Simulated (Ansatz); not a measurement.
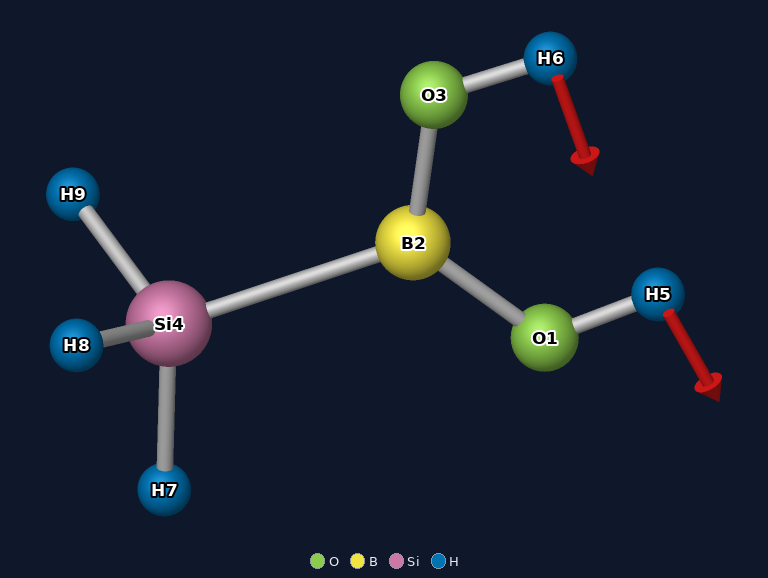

The arrows show one normal mode. Harmonic vibrations computed with RKS PBE0-D4/def2-TZVP (Ansatz 0.2.0) at a stationary point of the same level.

Question: What kind of motion is it?

Answer: Mostly B–O–H bending.

Question: Estimate its harmonic wavenumber.

Answer: 935 cm⁻¹; it is mode 11 of 21 counted from the lowest.
